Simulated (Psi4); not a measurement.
# singlet Si2H3F: levels of theory compared

Aim: a comparison of 3 runs (B3LYP/def2-SVPD, BHLYP/def2-SVPD, CAM-B3LYP/def2-SVPD) of singlet Si2H3F. 

The results are computed with Psi4 1.11.

## Step 1: Starting point

The species is Si2H3F (6 atoms), meant as a singlet with charge 0. As SMILES of the parent species, `F[Si][SiH3]`. The coordinates come from a GFN2-xTB relaxation. That shape belongs to the parent species and isn't relaxed for this state.

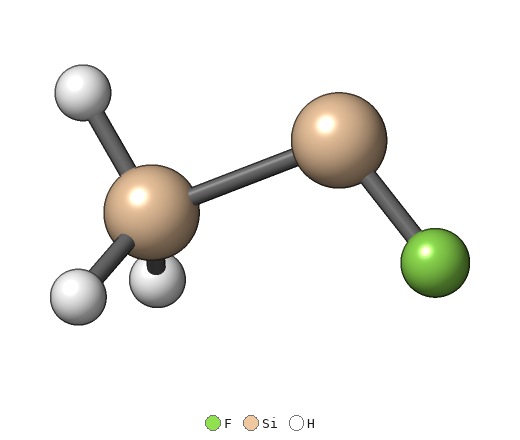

The structure, seen from a chosen angle (fluorine green, silicon light orange, hydrogen white).

## Step 2: Energy and forces at B3LYP/def2-SVPD (run 1)

Contents of fh3si2.inp:

```
memory 1600 MB

molecule mol {
  0 1
  F      0.305600    -2.264910     1.255600
  Si     1.182750    -1.160380     0.372400
  Si    -0.176850     0.540110    -0.272780
  H     -1.296890     0.179960    -1.156100
  H      0.771310     1.376770    -1.009080
  H     -0.785920     1.328460     0.809960
  symmetry c1
  no_reorient
  no_com
}

set {
  reference            rks
  puream               true
  e_convergence        1e-09
  d_convergence        1e-08
  scf_type             pk
  dft_radial_points    99
  dft_spherical_points 590
}

E, wfn = gradient("b3lyp/def2-SVPD", return_wfn=True)
oeprop(wfn, "DIPOLE", "MULLIKEN_CHARGES", "LOWDIN_CHARGES")
```

The run is started by

```
$ psi4 -i fh3si2.inp -o fh3si2.out -n 1
```

fh3si2.out:

```text
[...]
  Running in c1 symmetry.
[...]
  Nuclear repulsion =  132.965292027693152
[...]
  Multiplicity = 1
[...]
  Nalpha       = 20
  Nbeta        = 20
[...]
    Number of basis functions: 95
[...]
   @RKS iter   1:  -680.31259844227191   -4.13623e-01   4.70145e-03 DIIS/ADIIS
[...]
   @RKS iter  11:  -680.40206458099897   -2.95586e-12   2.44060e-09 DIIS
[...]
    Orbital Energies [Eh]
    ---------------------
    Doubly Occupied:
       1A    -66.174669     2A    -66.105942     3A    -24.699260
       4A     -5.336389     5A     -5.280419     6A     -3.701790
       7A     -3.697868     8A     -3.692058     9A     -3.641780
      10A     -3.641689    11A     -3.641225    12A     -1.168188
      13A     -0.580577    14A     -0.524482    15A     -0.447584
      16A     -0.446265    17A     -0.400242    18A     -0.363942
      19A     -0.362303    20A     -0.229244
[...]
  @RKS Final Energy:  -680.40206458099897
   => Energetics <=
    Nuclear Repulsion Energy =            132.9652920276931525
    One-Electron Energy =               -1207.7415134587274679
    Two-Electron Energy =                 437.4301714283800493
    DFT Exchange-Correlation Energy =     -43.0560145783447439
    Empirical Dispersion Energy =           0.0000000000000000
    VV10 Nonlocal Energy =                  0.0000000000000000
    Total Energy =                       -680.4020645809990810
[...]
  -Total Gradient:
     Atom            X                  Y                   Z
    ------   -----------------  -----------------  -----------------
       1        0.007976023416    -0.004552364985     0.000600324075
       2       -0.034838398386     0.029920389850    -0.008450064297
       3        0.026894220992    -0.015232047492     0.001911539111
       4        0.005351757782     0.003630448068     0.007826425982
       5       -0.006525808395    -0.007987272747     0.006337147567
       6        0.001152820018    -0.005832637299    -0.008196574554
[...]
 Multipole Moments:
 ------------------------------------------------------------------------------------
     Multipole            Electronic (a.u.)      Nuclear  (a.u.)        Total (a.u.)
 ------------------------------------------------------------------------------------
 L = 1.  Multiply by 2.5417464519 to convert [e a0] to [Debye]
 Dipole X            :        -29.3658551           29.3313841           -0.0344711
 Dipole Y            :         49.9235334          -49.4782834            0.4452500
 Dipole Z            :        -21.6847279           21.4292297           -0.2554982
 Magnitude           :                                                    0.5145048
[...]
```

Wall time 17 s (1 thread of Intel Xeon 6975P-C (Granite Rapids), shared host); peak memory 0.77 GiB.

## Step 3: A single-point energy at BHLYP/def2-SVPD (run 2)

Contents of fh3si2.json:

```json
{
 "schema_name": "qcschema_input",
 "schema_version": 1,
 "molecule": {
  "schema_name": "qcschema_molecule",
  "schema_version": 2,
  "symbols": ["F", "Si", "Si", "H", "H", "H"],
  "geometry": [0.5775003, -4.2800596, 2.37274012, 2.23507357, -2.1928004, 0.70373401, -0.33419807, 1.02065998, -0.51547949, -2.45076691, 0.34007511, -2.18471237, 1.45756466, 2.60171824, -1.90688484, -1.48517356, 2.51042557, 1.53060257],
  "molecular_charge": 0,
  "molecular_multiplicity": 1,
  "fix_symmetry": "c1"
 },
 "driver": "energy",
 "model": {
  "method": "bhhlyp",
  "basis": "def2-SVPD"
 },
 "keywords": {
  "puream": true,
  "e_convergence": 1e-09,
  "d_convergence": 1e-08,
  "scf_type": "pk",
  "dft_radial_points": 99,
  "dft_spherical_points": 590
 }
}
```

The run is started by

```
$ psi4 --qcschema fh3si2.json -n 1 --memory 1600MB
```

stdout:

```text
[...]
                   'protocols': {'error_correction': {'default_policy': True, 'policies': None},
                                 'native_files': 'none',
[...]
  Running in c1 symmetry.
[...]
  Nuclear repulsion =  132.965292049810330
[...]
  Multiplicity = 1
[...]
  Nalpha       = 20
  Nbeta        = 20
[...]
    Number of basis functions: 95
[...]
   @RKS iter   1:  -680.25819368239104   -5.74176e-01   4.02296e-03 DIIS/ADIIS
[...]
   @RKS iter  10:  -680.31962382922381   -1.47793e-11   6.37699e-09 DIIS
[...]
    Orbital Energies [Eh]
    ---------------------
    Doubly Occupied:
       1A    -67.195847     2A    -67.124329     3A    -25.311744
       4A     -5.666865     5A     -5.608131     6A     -3.934675
       7A     -3.931956     8A     -3.927422     9A     -3.874591
      10A     -3.874564    11A     -3.874186    12A     -1.319165
      13A     -0.660453    14A     -0.605763    15A     -0.533996
      16A     -0.530177    17A     -0.458024    18A     -0.418484
      19A     -0.417705    20A     -0.269291
[...]
  @RKS Final Energy:  -680.31962382922381
   => Energetics <=
    Nuclear Repulsion Energy =            132.9652920498103299
    One-Electron Energy =               -1207.8214296618666594
    Two-Electron Energy =                 421.9978295646877200
    DFT Exchange-Correlation Energy =     -27.4613157818551663
    Empirical Dispersion Energy =           0.0000000000000000
    VV10 Nonlocal Energy =                  0.0000000000000000
    Total Energy =                       -680.3196238292238149
[...]
 Multipole Moments:
 ------------------------------------------------------------------------------------
     Multipole            Electronic (a.u.)      Nuclear  (a.u.)        Total (a.u.)
 ------------------------------------------------------------------------------------
 L = 1.  Multiply by 2.5417464519 to convert [e a0] to [Debye]
 Dipole X            :          2.2560687           -2.2961328           -0.0400641
 Dipole Y            :         -5.7484077            6.2376681            0.4892604
 Dipole Z            :          2.7926541           -3.0727639           -0.2801098
 Magnitude           :                                                    0.5651923
[...]
```

The result, in JSON:

```text
{
 "driver": "energy",
 "model": {
  "method": "bhhlyp",
  "basis": "def2-SVPD"
 },
 "success": true,
 "return_result": -680.3196238292238,
 "properties": {
  "calcinfo_nbasis": 95,
  "calcinfo_nmo": 95,
  "calcinfo_nalpha": 20,
  "calcinfo_nbeta": 20,
  "calcinfo_natom": 6,
  "nuclear_repulsion_energy": 132.96529204981033,
  "return_energy": -680.3196238292238,
  "scf_one_electron_energy": -1207.8214296618667,
  "scf_two_electron_energy": 421.9978295646877,
  "scf_xc_energy": -27.461315781855166,
  "scf_dipole_moment": [-0.04006412416231653, 0.48926039467962124, -0.28010981827815007],
  "scf_total_energy": -680.3196238292238,
  "scf_iterations": 10
 }
}
```

Run time: 12 s. Hardware: 1 thread of Intel Xeon 6975P-C (Granite Rapids), shared host; peak memory 0.77 GiB.

## Step 4: Energy and forces at CAM-B3LYP/def2-SVPD (run 3)

Contents of calc.dat:

```
memory 1.6 GB

molecule mol {
  0 1
  F      0.57750030    -4.28005960     2.37274012
  Si     2.23507357    -2.19280040     0.70373401
  Si    -0.33419807     1.02065998    -0.51547949
  H     -2.45076691     0.34007511    -2.18471237
  H      1.45756466     2.60171824    -1.90688484
  H     -1.48517356     2.51042557     1.53060257
  units au
  symmetry c1
  no_reorient
  no_com
}

set globals {
  basis                def2-SVPD
  puream               true
  e_convergence        1e-09
  d_convergence        1e-08
  scf_type             pk
  dft_radial_points    99
  dft_spherical_points 590
}

e_tot, wfn = gradient("cam-b3lyp", return_wfn=True)
oeprop(wfn, "DIPOLE", "LOWDIN_CHARGES", "MAYER_INDICES", title="CAM-B3LYP")
```

The run is started by

```
$ psi4 calc.dat calc.out -n 1
```

calc.out:

```text
[...]
  Running in c1 symmetry.
[...]
  Nuclear repulsion =  132.965292049810330
[...]
  Multiplicity = 1
[...]
  Nalpha       = 20
  Nbeta        = 20
[...]
    Number of basis functions: 95
[...]
   @RKS iter   1:  -680.27860545753890   -5.72510e-01   4.18620e-03 ADIIS/DIIS
[...]
   @RKS iter  11:  -680.34351101883908   -5.79803e-12   5.51611e-09 DIIS
[...]
    Orbital Energies [Eh]
    ---------------------
    Doubly Occupied:
       1A    -66.248676     2A    -66.179338     3A    -24.771924
       4A     -5.411235     5A     -5.354957     6A     -3.777218
       7A     -3.773190     8A     -3.767047     9A     -3.716699
      10A     -3.716615    11A     -3.716090    12A     -1.246083
      13A     -0.657820    14A     -0.596117    15A     -0.516957
      16A     -0.516861    17A     -0.462825    18A     -0.423739
      19A     -0.422220    20A     -0.280932
[...]
  @RKS Final Energy:  -680.34351101883908
   => Energetics <=
    Nuclear Repulsion Energy =            132.9652920498103299
    One-Electron Energy =               -1207.6675615469077911
    Two-Electron Energy =                 434.6758386313860001
    DFT Exchange-Correlation Energy =     -40.3170801531276908
    Empirical Dispersion Energy =           0.0000000000000000
    VV10 Nonlocal Energy =                  0.0000000000000000
    Total Energy =                       -680.3435110188390809
[...]
  -Total Gradient:
     Atom            X                  Y                   Z
    ------   -----------------  -----------------  -----------------
       1        0.005915615933    -0.008105230916     0.003240787944
       2       -0.031421942269     0.031347532441    -0.010188856116
       3        0.026952923165    -0.014821841290     0.001645902066
       4        0.004125021200     0.003647002207     0.006967180792
       5       -0.005920380984    -0.007267193556     0.005757134161
       6        0.000359480175    -0.004852652861    -0.007394032785
[...]
 Multipole Moments:
 ------------------------------------------------------------------------------------
     Multipole            Electronic (a.u.)      Nuclear  (a.u.)        Total (a.u.)
 ------------------------------------------------------------------------------------
 L = 1.  Multiply by 2.5417464519 to convert [e a0] to [Debye]
 Dipole X            :        -29.3776374           29.3313839           -0.0462535
 Dipole Y            :         49.9476506          -49.4782834            0.4693673
 Dipole Z            :        -21.6958870           21.4292297           -0.2666573
 Magnitude           :                                                    0.5418036
[...]
```

Run time: 22 s. Hardware: 1 thread of Intel Xeon 6975P-C (Granite Rapids), shared host; peak memory 0.85 GiB.

## Step 5: All runs side by side

| run | level | task | energy (Eh) | dipole moment (D) | HOMO energy (eV) | LUMO energy (eV) | wall time |
| --- | --- | --- | --- | --- | --- | --- | --- |
| 1 | B3LYP/def2-SVPD | gradient | -680.402065 | 1.31 | -6.24 | -3.42 | 17 s |
| 2 | BHLYP/def2-SVPD | energy | -680.319624 | 1.44 | -7.33 | -2.30 | 12 s |
| 3 | CAM-B3LYP/def2-SVPD | gradient | -680.343511 | 1.38 | -7.64 | -2.10 | 22 s |

## Step 6: Outcome

```
                       quantity          value
            run 3: total energy  -680.34351 Eh
           run 3: dipole moment         1.38 D
             run 3: HOMO energy       -7.64 eV
             run 3: LUMO energy       -2.10 eV
           run 3: HOMO–LUMO gap        5.55 eV
run 3: largest force on an atom     2.342 eV/Å
```

The dipole moment (its size) runs from 1.31 D (B3LYP/def2-SVPD) to 1.44 D (BHLYP/def2-SVPD). The HOMO–LUMO gap runs from 2.82 eV (B3LYP/def2-SVPD) to 5.55 eV (CAM-B3LYP/def2-SVPD). Totals of different functionals can't be ranked against each other. All runs together took 51 s, the longest 22 s.
